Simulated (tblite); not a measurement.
# Geometry relaxation, with input and output: Si₃PH₉S (part 2 of 2)

Continued. System: Si₃PH₉S, SMILES [SiH3]P([SiH3])[SiH2]S. Method: GFN2-xTB geometry optimisation, gas phase (tblite 0.8.0). It belongs to a series of runs on one base structure; here: H on Si replaced by SH.

Geometry of the input (Å):
```
Si -1.5339  -1.5931  -0.2974
P  -0.5666  0.0878  0.6698
Si -0.9019  2.0273  -0.2232
Si 1.5455  -0.4004  1.0040
S  2.5896  -0.8661  -0.7913
H  -2.0458  -2.5219  0.7298
H  -2.6625  -1.1742  -1.1647
H  -0.5738  -2.3270  -1.1237
H  -0.4219  3.0615  0.7105
H  -0.1412  2.2244  -1.4565
H  -2.3460  2.2850  -0.4707
H  2.1976  0.6056  1.8286
H  1.5442  -1.6480  1.8331
H  3.3160  0.2385  -1.2706
```

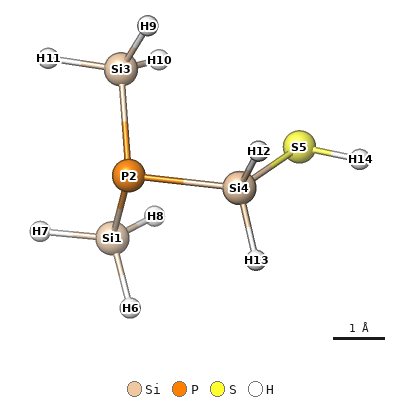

The geometry at step 108 of the log (ball-and-stick view, seen at a tilt; atoms are numbered from 1 in the order of the input).

### Trajectory as extended XYZ, continued
```
14
Properties=species:S:1:pos:R:3:forces:R:3 step=54 energy=-424.01625
Si   -1.5799   -1.5453   -0.3149    0.0120   0.0080   0.0120
P    -0.7359    0.0344    1.0223   -0.0100   0.0110  -0.0180
Si   -0.7689    1.8611   -0.2572   -0.0010  -0.0090  -0.0050
Si    1.4403   -0.3833    1.0605    0.0210  -0.0200  -0.0170
S     2.3554   -0.6700   -0.8825    0.0100   0.0360  -0.0110
H    -1.9271   -2.6562    0.5684    0.0150  -0.0050   0.0060
H    -2.7697   -0.9692   -0.9388    0.0110  -0.0010   0.0030
H    -0.6215   -1.9793   -1.3303   -0.0010   0.0180  -0.0100
H    -0.1505    2.9128    0.5501   -0.0010   0.0050  -0.0060
H    -0.0207    1.6960   -1.5068   -0.0250   0.0030   0.0070
H    -2.1739    2.1438   -0.5334   -0.0030   0.0000  -0.0070
H     2.1264    0.7698    1.6277    0.0150  -0.0040   0.0250
H     1.6949   -1.6201    1.7870   -0.0090   0.0160  -0.0050
H     3.1305    0.4050   -0.8744   -0.0350  -0.0590   0.0260
14
Properties=species:S:1:pos:R:3:forces:R:3 step=65 energy=-424.02101
Si   -1.5771   -1.5476   -0.3094   -0.0280  -0.0650  -0.0400
P    -0.7411    0.0440    1.0096    0.0270   0.0690   0.0080
Si   -0.7783    1.8687   -0.2786    0.0270  -0.0100  -0.0270
Si    1.4355   -0.3821    1.0583   -0.0360   0.0130   0.0320
S     2.3349   -0.6329   -0.8927    0.0350   0.0530  -0.0020
H    -1.8474   -2.6852    0.5725    0.0430   0.0410  -0.0380
H    -2.8144   -1.0101   -0.8726    0.0000   0.0100   0.0180
H    -0.6670   -1.9267   -1.3920    0.0020   0.0130   0.0400
H    -0.1138    2.9053    0.5158   -0.0430  -0.0120  -0.0260
H    -0.0574    1.6939   -1.5451   -0.0380  -0.0060   0.0410
H    -2.1840    2.1756   -0.5393    0.0450  -0.0140   0.0300
H     2.1359    0.7443    1.6644   -0.0150   0.0030  -0.0160
H     1.6827   -1.6212    1.7812   -0.0120  -0.0330  -0.0060
H     3.1907    0.3731   -0.7943   -0.0080  -0.0610  -0.0150
14
Properties=species:S:1:pos:R:3:forces:R:3 step=76 energy=-424.04009
Si   -1.5830   -1.5343   -0.3153   -0.0020  -0.0710   0.0750
P    -0.7801    0.0909    0.9693    0.0320   0.2280   0.0250
Si   -0.7928    1.8765   -0.3806   -0.0250   0.0610  -0.0050
Si    1.3828   -0.3601    1.0849    0.0280  -0.0180  -0.0290
S     2.2783   -0.3643   -0.8800    0.4270   0.1490   0.1120
H    -1.3839   -2.7388    0.4989   -0.0820   0.0330  -0.1000
H    -2.9925   -1.1839   -0.5147    0.1130  -0.0810  -0.0150
H    -0.8621   -1.6582   -1.5824   -0.0420   0.0040  -0.0180
H    -0.0073    2.8999    0.3191   -0.0280  -0.0750  -0.0580
H    -0.2402    1.6187   -1.7183   -0.0250  -0.0100   0.1410
H    -2.1938    2.2843   -0.4966    0.0390  -0.0460   0.0130
H     2.0908    0.6773    1.8293   -0.0600  -0.0050  -0.0100
H     1.5908   -1.6814    1.6706   -0.0010   0.0200  -0.0090
H     3.4923    0.0729   -0.5064   -0.3740  -0.1900  -0.1220
14
Properties=species:S:1:pos:R:3:forces:R:3 step=86 energy=-424.06534
Si   -1.5447   -1.5098   -0.2950   -0.0070  -0.0180  -0.0060
P    -0.7764    0.1502    0.9787   -0.0020  -0.0240   0.0020
Si   -0.8267    1.9092   -0.3944   -0.0020  -0.0070   0.0030
Si    1.3770   -0.3378    1.0712    0.0020  -0.0050   0.0010
S     2.3085   -0.2790   -0.8737    0.0530   0.0300   0.0220
H    -1.2723   -2.7438    0.4412    0.0000   0.0130   0.0080
H    -2.9786   -1.2692   -0.4279   -0.0040   0.0040  -0.0160
H    -0.9014   -1.5651   -1.6092   -0.0060   0.0200   0.0100
H    -0.0037    2.9396    0.2377   -0.0240   0.0000   0.0090
H    -0.3024    1.5968   -1.7240   -0.0110  -0.0050   0.0010
H    -2.2364    2.2833   -0.4647    0.0030   0.0220  -0.0130
H     2.0635    0.6529    1.8926    0.0070   0.0050  -0.0150
H     1.5384   -1.6917    1.5925    0.0280   0.0100   0.0070
H     3.5545   -0.1363   -0.4471   -0.0370  -0.0440  -0.0110
14
Properties=species:S:1:pos:R:3:forces:R:3 step=97 energy=-424.07165
Si   -1.5232   -1.4925   -0.2923   -0.0100  -0.0040  -0.0110
P    -0.7732    0.1660    0.9955   -0.0030  -0.0070  -0.0080
Si   -0.8592    1.9121   -0.3959    0.0030   0.0050   0.0090
Si    1.3837   -0.3189    1.0786   -0.0050  -0.0070  -0.0130
S     2.3175   -0.2056   -0.8618   -0.0010   0.0160  -0.0020
H    -1.2076   -2.7319    0.4186   -0.0090   0.0210  -0.0130
H    -2.9639   -1.2857   -0.4143    0.0060  -0.0010   0.0050
H    -0.8961   -1.4891   -1.6159   -0.0030  -0.0140   0.0140
H    -0.0481    2.9679    0.2081    0.0000  -0.0180   0.0060
H    -0.3536    1.5670   -1.7245    0.0070   0.0140  -0.0020
H    -2.2681    2.2907   -0.4659   -0.0030  -0.0140   0.0040
H     2.0683    0.6401    1.9379    0.0070   0.0230  -0.0070
H     1.5570   -1.6888    1.5536    0.0080   0.0080   0.0090
H     3.5659   -0.3319   -0.4437    0.0030  -0.0210   0.0100
14
Properties=species:S:1:pos:R:3:forces:R:3 step=108 energy=-424.07532
Si   -1.5318   -1.5001   -0.3019   -0.0070   0.0020  -0.0290
P    -0.7670    0.1529    0.9818    0.0130  -0.0090  -0.0070
Si   -0.8605    1.9143   -0.3860    0.0030   0.0120   0.0420
Si    1.3983   -0.2934    1.0705   -0.0490  -0.0260  -0.0280
S     2.3318   -0.1801   -0.8691    0.0270  -0.0080   0.0160
H    -1.2533   -2.7335    0.4301   -0.0050  -0.0150   0.0120
H    -2.9659   -1.2617   -0.4489    0.0150   0.0010   0.0080
H    -0.8881   -1.5424   -1.6164    0.0040   0.0100   0.0070
H    -0.0694    2.9573    0.2679   -0.0230  -0.0130  -0.0330
H    -0.3382    1.6156   -1.7192    0.0160   0.0050   0.0090
H    -2.2769    2.2614   -0.4605   -0.0040   0.0110  -0.0020
H     2.0553    0.6883    1.9233    0.0260   0.0420   0.0110
H     1.5996   -1.6525    1.5623    0.0060  -0.0090   0.0030
H     3.5655   -0.4266   -0.4562   -0.0210  -0.0020  -0.0100
14
Properties=species:S:1:pos:R:3:forces:R:3 step=119 energy=-424.07720
Si   -1.5141   -1.4983   -0.3121   -0.0020   0.0270  -0.0070
P    -0.7552    0.1459    0.9888    0.0030  -0.0010   0.0000
Si   -0.8834    1.9207   -0.3590   -0.0030  -0.0030   0.0110
Si    1.4139   -0.2789    1.0665   -0.0140   0.0030  -0.0030
S     2.3277   -0.1934   -0.8844   -0.0250  -0.0090  -0.0010
H    -1.3113   -2.7317    0.4439    0.0060  -0.0170   0.0110
H    -2.9317   -1.2110   -0.5144    0.0010  -0.0060  -0.0070
H    -0.8145   -1.5705   -1.5958   -0.0040   0.0050   0.0020
H    -0.1449    2.9892    0.3109    0.0010  -0.0010   0.0030
H    -0.3210    1.6589   -1.6839    0.0030  -0.0020   0.0080
H    -2.3090    2.2233   -0.4557    0.0000   0.0000  -0.0070
H     2.0729    0.7280    1.8936   -0.0030  -0.0090  -0.0140
H     1.6316   -1.6306    1.5744    0.0020   0.0170  -0.0010
H     3.5384   -0.5521   -0.4950    0.0350  -0.0030   0.0040
14
Properties=species:S:1:pos:R:3:forces:R:3 step=130 energy=-424.07868
Si   -1.5173   -1.4978   -0.3173    0.0260   0.0010   0.0120
P    -0.7571    0.1346    0.9990    0.0020   0.0050  -0.0120
Si   -0.8859    1.9236   -0.3291   -0.0110  -0.0120   0.0050
Si    1.4145   -0.2799    1.0499    0.0130   0.0090   0.0140
S     2.3047   -0.2706   -0.9144   -0.0080  -0.0080   0.0070
H    -1.3758   -2.7249    0.4638   -0.0060  -0.0100   0.0040
H    -2.9148   -1.1769   -0.5893   -0.0160   0.0030   0.0040
H    -0.7649   -1.6084   -1.5667    0.0020   0.0100  -0.0160
H    -0.1862    2.9976    0.3719    0.0010   0.0070   0.0140
H    -0.2783    1.6897   -1.6380    0.0070  -0.0050  -0.0150
H    -2.3135    2.1987   -0.4686    0.0000   0.0040   0.0000
H     2.0894    0.7603    1.8214   -0.0110  -0.0050  -0.0110
H     1.6470   -1.6065    1.6131   -0.0010   0.0020  -0.0030
H     3.5375   -0.5399   -0.5179    0.0040  -0.0010  -0.0020
14
Properties=species:S:1:pos:R:3:forces:R:3 step=140 energy=-424.07900
Si   -1.5164   -1.5008   -0.3192   -0.0010  -0.0010   0.0010
P    -0.7563    0.1311    0.9965    0.0050   0.0020   0.0040
Si   -0.8842    1.9229   -0.3269    0.0010  -0.0040   0.0050
Si    1.4162   -0.2780    1.0500    0.0000   0.0000  -0.0030
S     2.3007   -0.2882   -0.9170    0.0070  -0.0070   0.0090
H    -1.3901   -2.7288    0.4638    0.0090   0.0000  -0.0060
H    -2.9133   -1.1746   -0.5920   -0.0070   0.0030   0.0000
H    -0.7632   -1.6086   -1.5690   -0.0010   0.0000  -0.0020
H    -0.1939    2.9948    0.3876    0.0040   0.0030   0.0010
H    -0.2676    1.6941   -1.6333    0.0010   0.0030  -0.0020
H    -2.3108    2.1987   -0.4714   -0.0070  -0.0010  -0.0050
H     2.0881    0.7731    1.8077   -0.0020   0.0000  -0.0030
H     1.6509   -1.5997    1.6232    0.0010   0.0030   0.0040
H     3.5391   -0.5365   -0.5220   -0.0100   0.0010  -0.0040
14
Properties=species:S:1:pos:R:3:forces:R:3 step=151 energy=-424.07972
Si   -1.5156   -1.4961   -0.3252   -0.0040  -0.0070  -0.0120
P    -0.7568    0.1294    0.9982    0.0100   0.0000   0.0080
Si   -0.8887    1.9224   -0.3233    0.0140   0.0040  -0.0060
Si    1.4178   -0.2719    1.0540   -0.0040  -0.0070  -0.0130
S     2.3007   -0.3362   -0.9135    0.0040  -0.0010   0.0190
H    -1.3504   -2.7427    0.4203    0.0050   0.0110   0.0110
H    -2.9232   -1.1829   -0.5566   -0.0020  -0.0070  -0.0050
H    -0.7866   -1.5657   -1.5915   -0.0040   0.0030  -0.0120
H    -0.2050    2.9939    0.3986   -0.0050   0.0040  -0.0010
H    -0.2616    1.7032   -1.6268    0.0050  -0.0040   0.0020
H    -2.3141    2.1952   -0.4871   -0.0030  -0.0060   0.0120
H     2.0863    0.8024    1.7815    0.0020  -0.0020  -0.0010
H     1.6572   -1.5778    1.6612   -0.0020   0.0100   0.0040
H     3.5394   -0.5738   -0.5122   -0.0160   0.0020  -0.0050
14
Properties=species:S:1:pos:R:3:forces:R:3 step=162 energy=-424.08052
Si   -1.5126   -1.4882   -0.3403   -0.0030  -0.0010  -0.0040
P    -0.7560    0.1292    0.9957   -0.0010  -0.0020   0.0080
Si   -0.8895    1.9255   -0.3190   -0.0010   0.0080   0.0000
Si    1.4184   -0.2673    1.0591    0.0020  -0.0060  -0.0040
S     2.2948   -0.3995   -0.9068   -0.0010  -0.0020   0.0040
H    -1.2939   -2.7404    0.3814    0.0020   0.0020   0.0010
H    -2.9341   -1.2076   -0.5270    0.0060  -0.0030   0.0010
H    -0.8213   -1.5131   -1.6296    0.0000  -0.0020  -0.0010
H    -0.2263    3.0054    0.4100   -0.0010  -0.0040  -0.0020
H    -0.2485    1.7150   -1.6172    0.0010   0.0010   0.0000
H    -2.3181    2.1793   -0.4879    0.0050   0.0010  -0.0010
H     2.0929    0.8304    1.7444   -0.0010   0.0050   0.0040
H     1.6590   -1.5486    1.7161   -0.0010   0.0030  -0.0030
H     3.5345   -0.6207   -0.5009   -0.0050   0.0000  -0.0040
```

### Key numbers

| quantity | value |
| --- | --- |
| outcome | converged |
| total energy | −424.0805 eV |
| hardware | 1 CPU thread, shared host |
| peak memory | 0.18 GiB |
